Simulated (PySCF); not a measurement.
The calculation's input:

```
{"job": {"kind": "epr", "basis": "pcH-1"}, "charge": -1, "multiplicity": 2}
C      2.127506    -0.415354     0.487359
C      0.734530    -0.533301     0.600731
Si    -0.508357     0.655867     0.022083
N     -2.163036     0.027519     0.097974
F     -0.314805     1.012865    -1.594794
H      2.567670     0.252850    -0.237824
H      2.793031    -1.143207     0.933879
H      0.407476    -1.236049     1.373265
H     -0.792747     2.089097     0.411326
H     -2.211020    -0.977011     0.002628
H     -2.634825     0.269395     0.957250
```

Launched as:

```sh
OMP_NUM_THREADS=1 python probes_run.py task.json out
```

Geometry: GFN2-xTB.

Level of theory: UKS B3LYP, pcH-1 on C F H N Si, non-relativistic, mean-field spin-orbit, GIAO in PySCF.

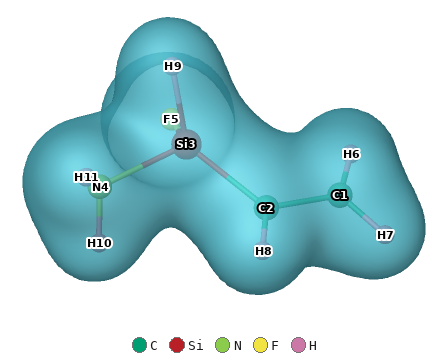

C2H6FNSi (charge −1, doublet). Isosurface of the total electron density at 0.1 e/Å³ (cyan), seen at an oblique angle.

Question: Which contacts does the surface bridge?

Answer: At this value the surface is in one piece. It bridges the sampled C–C (1.40 Å), Si–F (1.67 Å), Si–N (1.77 Å) and C–Si (1.81 Å) contacts, where the density stays above the isovalue. On the grid the lowest density along these lines, outside the cores, is 1.5 e/Å³ (C–C, 1.40 Å), 0.7 e/Å³ (Si–F, 1.67 Å), 0.73 e/Å³ (Si–N, 1.77 Å) and 0.85 e/Å³ (C–Si, 1.81 Å).
